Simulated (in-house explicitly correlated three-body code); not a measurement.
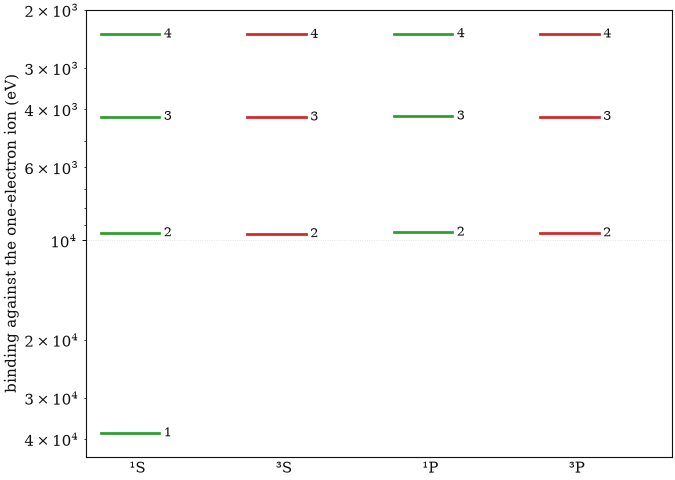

Two electrons around a point charge Z = 53.738. Computed variationally in 260 exponentially correlated functions with an in-house code, non-relativistic, converged to about 10⁻⁸ of the energy. The plot shows the bound S and P states that converged, by term and principal number n, on a logarithmic scale of binding.

How do singlets and triplets lie?

The ground state is bound by 38.38 keV. The n = 2 states drawn run, from the deepest, 2 ³S (9549 eV), 2 ³P (9494 eV), 2 ¹S (9487 eV), 2 ¹P (9447 eV). Exchange puts 2 ³S below 2 ¹S by 62.4 eV and 2 ³P below 2 ¹P by 47.7 eV. Quantum defects n − (Z − 1)/√(2 E(binding)): 2 ³S 0.009, 2 ³P 0.004, 2 ¹S 0.003, 2 ¹P −0.001.
